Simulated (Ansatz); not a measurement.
The compound is WS2 (1H sheet).

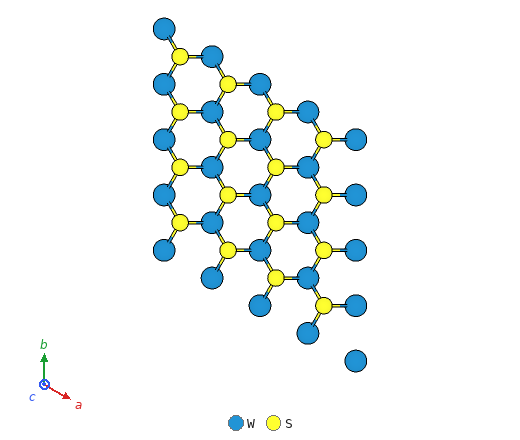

The structure (tungsten blue, sulfur yellow). Bonds to atoms that aren't drawn are left out. 4×4×1 cells are drawn. Some periodic images of atoms are drawn too.

The cell holds 3 atoms: 1 W and 2 S. Its edges and angles: a = 3.125 Å, b = 3.125 Å, c = 30.263 Å, α = 90.0°, β = 90.0°, γ = 120.0°. Vacuum lies along c.

```xyz
3
Lattice="-2.7065 1.5626 0.0000 0.0000 -3.1253 0.0000 0.0000 0.0000 30.2634" Properties=species:S:1:pos:R:3
W     0.0000    0.0000    9.4543
S    -0.9022   -1.5626   11.0148
S    -0.9022   -1.5626    7.8938
```

The structure was relaxed with LDA. The structure was generated from a model, not taken from a measurement. The runs that relaxed it are not among those shown. The program's search for lower electronic states was switched off, so nothing shows that the state found is the lowest. Spin-orbit coupling is left out unless a run names it. PAW set soft_2, made with PBE.

A constrained-RPA run (Ansatz 0.2.0; non-magnetic LDA; W d + anion p, bands v7 to c4, 6×6×1 mesh, medium accuracy) builds 11 functions on bands 13 eV wide, with 14.0 electrons in the window. The bare on-site interaction is 12.1 eV and the bare J 0.47 eV.

**Question.** What U and J survive the screening?

On the W d shell, U = 6.01 eV (50 % of the bare value), U′ = 5.35 eV, J = 0.35 eV.

The parent state is non-magnetic and the interaction static (zero frequency); U depends on the window and the orbitals, so it belongs to this model alone. Spin-orbit coupling, which is strong for atoms this heavy, is left out. A window that holds the anion p bands defines a model with explicit ligands; its U belongs to that model and is not the U of DFT+U.

[Paths, hosts, dates, memory and timing lines, banners, echoed tables and standing remarks are left out of the program output.]

[Logs are printed without paths, hosts, clocks, repeated set-up lines and the standing remarks that a program may print on its own settings, such as how far it seeks lower states.]

[Runs of the session that timed out or met a known fault of the program may be left out.]

[Hosts, paths, dates, database ids (printed as entryN), source tags and the programs' standing remarks are cut or masked in the printed files.]
